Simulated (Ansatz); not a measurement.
# Si2NH6 (SMILES [SiH2]N[SiH3]): UHF/cc-pVDZ

What is the electronic atomisation energy of Si2NH6 at UHF/cc-pVDZ? 

The calculation is run with Ansatz 0.2.0.

60 further runs of the same task are left out: 60 set aside as unsound or not needed.

**1. Starting point**

Si2NH6: 9 atoms, total charge 0, spin state doublet. SMILES: `[SiH2]N[SiH3]`. The shape is that of a PBE0-D4/def2-TZVP optimisation. This is one conformer, not always the lowest.

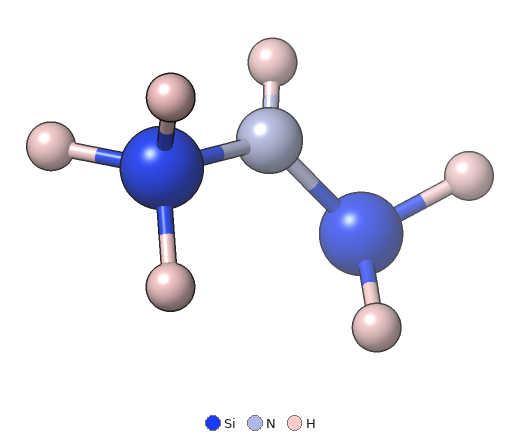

Viewed from a chosen angle; silicon blue, nitrogen light blue, hydrogen pink.

**2. The energy at UHF/cc-pVDZ**

Contents of in.yaml:

```yaml
crystal:
  periodic: [false, false, false]
  atoms:
    - {symbol: Si, position_ang: [-1.200900, 0.925300, -0.948400]}
    - {symbol: N, position_ang: [0.196900, 0.625800, 0.025200]}
    - {symbol: Si, position_ang: [0.611700, -0.820500, 0.880200]}
    - {symbol: H, position_ang: [-1.616500, -0.372000, -1.554500]}
    - {symbol: H, position_ang: [-0.842900, 1.913400, -2.010900]}
    - {symbol: H, position_ang: [0.764100, 1.439300, 0.222200]}
    - {symbol: H, position_ang: [1.982600, -1.276500, 0.525400]}
    - {symbol: H, position_ang: [-0.378200, -1.853400, 0.488500]}
    - {symbol: H, position_ang: [0.571600, -0.627700, 2.355400]}
basis:
  gaussian:
    orbitals: cc-pVDZ
magnetization:
  spin_polarized: true
  initial_magnetization: 1
hamiltonian:
  xc: hf
accuracy: high
output:
  orbitals: {seedname: orbitals}
```

Run with:

```
ansatz run in.yaml --threads 1 --pin off --max-ram 3480MiB --events-out events.jsonl --progress --plain --runs-dir runs
```

The program printed:

```text
Warning: RAYON_NUM_THREADS=1 ignored (pool sized by the plan → 1); use --threads N
Functional definition: HF
  name "HF"
  exchange = exact_x
  correlation = 0
1930 factors; integrals over basis functions are off by at most 3.8e-9 eV
mean field evaluation 1: about -17298.5177 eV, gradient 2.1e1 eV
mean field evaluation 2: about -17298.5352 eV, gradient 2.1e1 eV
mean field evaluation 4: about -17300.9391 eV, gradient 2.5e0 eV
mean field evaluation 8: about -17301.0088 eV, gradient 2.0e-3 eV
mean field -17301.00883276 eV, -635.8003475588 hartree, gradient 2.3e-8 eV, S^2 0.754694; 0 other end points of the search recorded, 0 dependent functions left out
reference -17301.00883276 eV, -635.8003475588 hartree; 21, 20 occupied and 59, 60 virtual orbitals, 1930 factors
Total energy: -17301.00883276 eV, -635.8003475588 hartree
```

Wall time 3.6 s (1 thread of Arm Neoverse V1, shared host); peak memory 0.28 GiB.

**3. The H atom, same level**

Contents of in.yaml:

```yaml
crystal:
  periodic: [false, false, false]
  atoms:
    - {symbol: H, position_ang: [0.000000, 0.000000, 0.000000]}
basis:
  gaussian:
    orbitals: cc-pVDZ
magnetization:
  spin_polarized: true
  initial_magnetization: 1
hamiltonian:
  xc: hf
accuracy: high
```

Run the same way, it converges to -0.49928 Eh (log not shown).

**4. The N atom**

Contents of run.yaml:

```yaml
crystal:
  periodic: [false, false, false]
  atoms:
    - {symbol: "N", position_ang: [0.000000, 0.000000, 0.000000]}
basis:
  gaussian:
    orbitals: cc-pVDZ
accuracy: high
hamiltonian:
  xc: hf
magnetization:
  spin_polarized: true
  initial_magnetization: 3
```

Run the same way, it converges to -54.39111 Eh (log not shown).

**5. The Si atom at the same level**

Contents of input.yaml:

```yaml
crystal:
  periodic: [false, false, false]
  atoms:
    - {symbol: Si, position_ang: [0.000000, 0.000000, 0.000000]}
basis:
  gaussian: {orbitals: cc-pVDZ}
magnetization: {spin_polarized: true, initial_magnetization: 2}
accuracy: high
hamiltonian: {xc: hf}
```

Run the same way, it converges to -288.85008 Eh (log not shown).

**6. Summary of results**

At UHF/cc-pVDZ:

| quantity | value |
| --- | --- |
| molecule: total energy | -635.80035 Eh |
| molecule: HOMO energy (highest over α and β) | -8.32 eV |
| molecule: LUMO energy (lowest over α and β) | 1.95 eV |
| molecule: ⟨S²⟩ | 0.755 |
| H atom: total energy | -0.49928 Eh |
| H atom: ⟨S²⟩ | 0.750 |
| N atom: total energy | -54.39111 Eh |
| N atom: ⟨S²⟩ | 3.754 |
| Si atom: total energy | -288.85008 Eh |
| Si atom: ⟨S²⟩ | 2.011 |
| electronic atomisation energy | 19.413 eV |

Taking the molecule apart into free atoms costs 19.41 eV (1873 kJ/mol), before zero-point energy and without spin-orbit coupling. Hartree–Fock lacks the correlation of the bonding pairs, which as a rule makes this value much too low; in minimal bases other errors can mask that.
